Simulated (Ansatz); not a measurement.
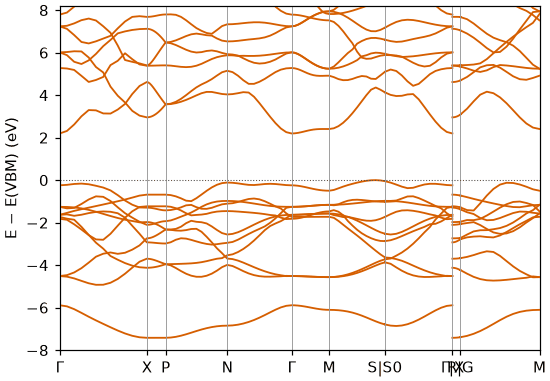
Band structure from r²SCAN+D4 in the plane-wave PAW code Ansatz

Q: Read off the gap and where the band edges lie.

A: About 2.2 eV (2.20 eV by a search for the band edges); maximum on the M–S line, 81 % of the way from M, minimum at Γ.

The material is BiPbBrO2 in space group I4mm (No. 107; Bi on 2a, Pb on 2a, Br on 2a, O on 4b).

The workflow started from a Materials Project entry (that database holds measured and hypothetical structures alike); the Crystallography Open Database copy checked does not list it. Whether it is the stable phase at ambient conditions was not checked. The cell was relaxed with r²SCAN+D4 under the symmetry of its start; its stability against distortions is not shown here. Spin–orbit coupling is left out wherever it is not named.

Potentials: the later of the program's two PAW sets.
